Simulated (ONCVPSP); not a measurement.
## Pseudopotential generation for Sn

Tin (Sn, Z = 50), core [Kr] 4d10, reference valence 5s1 5p3, valence charge 4. Level asked for: ONCV potential, revPBE, fully relativistic, made with ONCVPSP 4.0.1.

## Input
```
# ATOM AND REFERENCE CONFIGURATION
# atsym  z   nc   nv     iexc    psfile
  Sn 50.00    9    2  -102130      upf
#
#   n    l    f
    1    0    2.00
    2    0    2.00
    2    1    6.00
    3    0    2.00
    3    1    6.00
    3    2   10.00
    4    0    2.00
    4    1    6.00
    4    2   10.00
    5    0    1.00
    5    1    3.00
#
# PSEUDOPOTENTIAL AND OPTIMIZATION
# lmax
    1
#
#   l,   rc,      ep,       ncon, nbas, qcut
    0    1.85    0.00    4    8    3.90
    1    2.35    0.00    3    7    2.80
#
# LOCAL POTENTIAL
# lloc, lpopt,  rc(5),   dvloc0
    4    5    1.50    6.00
#
# VANDERBILT-KLEINMAN-BYLANDER PROJECTORs
# l, nproj, debl
    0    2    2.00
    1    2    3.20
#
# MODEL CORE CHARGE
# icmod, fcfact, rcfact
    0    0.00    0.00
#
# LOG DERIVATIVE ANALYSIS
# epsh1, epsh2, depsh
   -2.00    5.00    0.02
#
# OUTPUT GRID
# rlmax, drl
    6.00    0.01
#
# TEST CONFIGURATIONS
# ncnf
    4
# nvcnf
#   n    l    f
    2
    5    0    2.00
    5    1    2.00
#
    2
    5    0    2.00
    5    1    1.00
#
    2
    5    0    2.00
    5    1    0.00
#
    2
    5    0    2.00
    5    1    1.50
#
```

Launched with:
```bash
oncvpspr.x < Sn.dat > Sn.out
```

## The program's output (extracts)
```
ONCVPSP  (Optimized Norm-Conservinng Vanderbilt PSeudopotential)
relativistic version 4.0.1

#   n    l    f        energy (Ha)
    1    0    2.00    -1.0656505D+03
    2    0    2.00    -1.6087386D+02
    2    1    6.00    -1.4177981D+02    -1.5025484D+02
    3    0    2.00    -3.1093082D+01
    3    1    6.00    -2.5234827D+01    -2.6782607D+01
    3    2   10.00    -1.7305829D+01    -1.7625288D+01
    4    0    2.00    -4.9751675D+00
    4    1    6.00    -3.2652807D+00    -3.5429659D+00
    4    2   10.00    -9.8715332D-01    -1.0255629D+00
    5    0    1.00    -4.1640796D-01
    5    1    3.00    -1.5144030D-01    -1.6902673D-01

Reference configufation results
  iterations    28
  all-electron total energy (Ha)   -6.17898147D+03

Begin loop to  construct optimized pseudo wave functions
and semi-local pseudopoentials for all angular momenta

   Wellstate for l =  0  n =  7 kap= -1
     eigenvalue =   1.5836
     asymptotic potential =   2.0836
     half-point radius =  4.4924

Calculating optimized projector #   1

 for l=   0

    Fraction of norm inside rc  0.284070
    Optimizing pswf for qcut=   3.90 a_B^-1,  ecut=   7.62 Ha
    Residual kinetic energy error=  1.67D-04 Ha
 ERROR pspot:  first pseudo wave function has node,          program will stop
 ERROR pspot: try changing psp parameters for this l
```

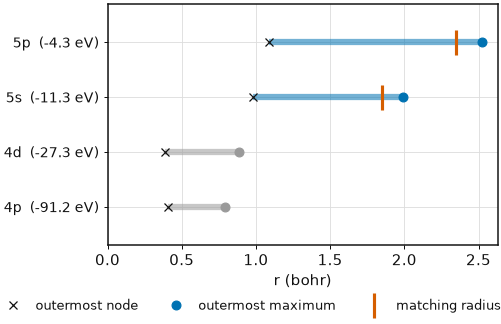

Figure 1. Outer shells of the all-electron reference atom: each bar runs from the outermost node (or the nucleus) to the outermost maximum of u(r); the tick is the radius chosen for the pseudo-wave. Shells without a tick have no pseudo-wave of their own. Levels, nodes and maxima are from ld1.x, scalar-relativistic.

- Radii against the shells: 5s: 1.85 bohr, between node and maximum; 5p: 2.35 bohr, between node and maximum.

## Outcome

- outcome: ended with an error
- hardware: 1 CPU thread, shared host

## What went wrong

The generator stopped with the message “ERROR pspot: first pseudo wave function has node, program will stop”. In words: the optimised pseudo-wave of the first projector has a node, so the radial equation cannot be inverted for a potential. It was at work on the s channel when it stopped.
